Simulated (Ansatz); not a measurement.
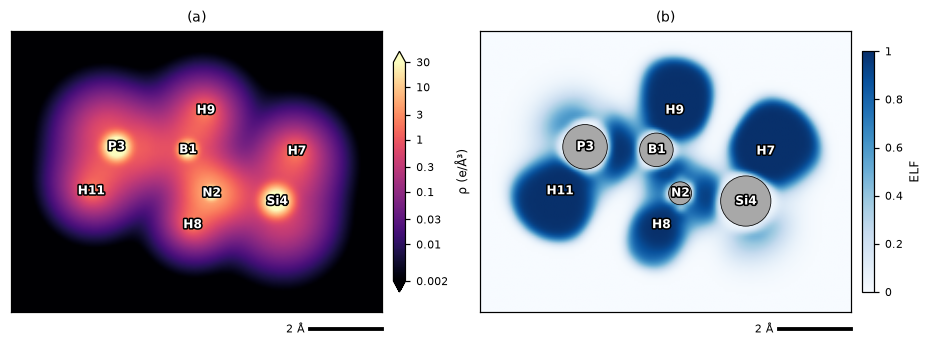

Figure 1: BH$_{8}$NPSi (charge +1). (a) total electron density; (b) ELF on the plane of atoms B1, N2 and H8. Grey discs cover the atomic cores in the ELF map.

Geometry: BLYP-D3(BJ)/def2-SVP.

Level of theory: isolated molecule in a Gaussian basis; Kohn-Sham density functional theory, functional PBE0 in Ansatz 0.2.0.

The calculation's input:

```
crystal:
  periodic: [false, false, false]
  atoms:
    - symbol: B
      position_ang: [-1.012719, -1.141593, 1.400258]
    - symbol: "N"
      position_ang: [-0.591719, 0.066303, 1.910807]
    - symbol: P
      position_ang: [-1.911317, -1.247616, -0.370236]
    - symbol: Si
      position_ang: [0.248770, 0.301701, 3.531953]
    - symbol: H
      position_ang: [-0.627849, 1.209580, 4.325899]
    - symbol: H
      position_ang: [1.566550, 0.929152, 3.227487]
    - symbol: H
      position_ang: [0.360380, -1.066261, 4.104910]
    - symbol: H
      position_ang: [-0.738242, 0.933731, 1.378117]
    - symbol: H
      position_ang: [-0.903287, -2.223093, 1.917545]
    - symbol: H
      position_ang: [-1.223877, -2.100241, -1.276007]
    - symbol: H
      position_ang: [-2.098164, -0.034417, -1.088292]
    - symbol: H
      position_ang: [-3.209766, -1.819262, -0.284784]
basis:
  gaussian: {orbitals: def2-TZVPD}
total_charge: 1
hamiltonian: {xc: {name: PBE0}}
output: {forces: true, orbitals: {seedname: orbitals}}
```

Command:

```sh
ansatz run input.yaml --threads 2 --pin off --max-ram 4350MiB --events-out events.jsonl --progress --plain --runs-dir runs
```

Q: What does the map show?

A: Atoms in the plane: B, N, P, Si and H.
B–N (1.38 Å): ρ at the midpoint is about 2 e/Å³; the ELF peaks at about 0.90 between the atoms (a polar covalent bond).
Si–N (1.84 Å): the density is about 0.89 e/Å³ at the midpoint; the ELF peaks at about 0.95 between the atoms: a shared but strongly polarised pair.
B–P (1.99 Å): the density is about 0.91 e/Å³ at the midpoint, with its minimum of 0.8 e/Å³ about 0.6 Å from B; the ELF peaks at about 1 between the atoms (a covalent bond).
N–H (1.03 Å): the density is about 2.8 e/Å³ at the midpoint; the ELF climbs to about 1 towards the hydrogen, as it does in any bond to H (a covalent bond by its length).
B–H (1.20 Å): ρ at the midpoint is about 1.3 e/Å³; the ELF climbs to about 1 towards the hydrogen: an ordinary covalent bond to hydrogen.
